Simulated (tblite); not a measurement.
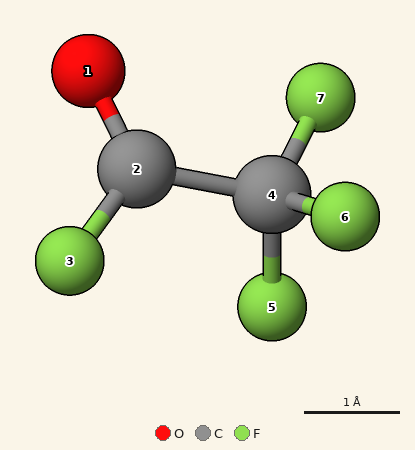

Starting structure of C₂OF₄. Style: ball-and-stick. Shown at a tilt.

Method: GFN2-xTB geometry optimisation, gas phase in tblite.

```xyz
7

O     1.1366    1.2326   -0.7242
C     0.8109    0.1597   -0.2714
F     1.7142   -0.8705   -0.0807
C    -0.5962   -0.0725    0.1242
F    -0.5563   -0.3735    1.4982
F    -1.1773   -1.1570   -0.5299
F    -1.3286    1.0860   -0.0433
```

Question: What does the optimiser find from here?

Answer: After 18 geometry steps the energy has fallen by 0.508 eV. The atom that moves furthest after the best rigid fit is O1 (0.13 Å). By element the largest moves are O 0.13 Å, F 0.12 Å, C 0.08 Å. Among the contacts that change: C2–C4 1.480 → 1.556 Å, C4–F5 1.407 → 1.334 Å, C4–F6 1.393 → 1.334 Å, C4–F7 1.381 → 1.329 Å. Among the angles between lasting bonds that change: F3–C2–C4 117.8° → 109.5°, O1–C2–C4 119.7° → 127.4°, C2–C4–F5 105.5° → 111.1°.

The structure at the end:

```xyz
7

O     1.2531    1.2140   -0.7764
C     0.8513    0.2223   -0.3013
F     1.6177   -0.8524   -0.0958
C    -0.5986   -0.0759    0.1777
F    -0.6211   -0.3861    1.4751
F    -1.1211   -1.1009   -0.4983
F    -1.3782    0.9838   -0.0081
```

The end point in the same view:

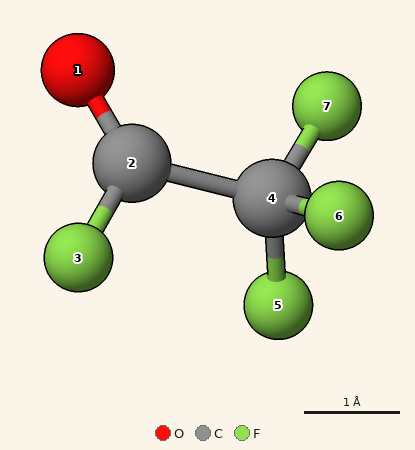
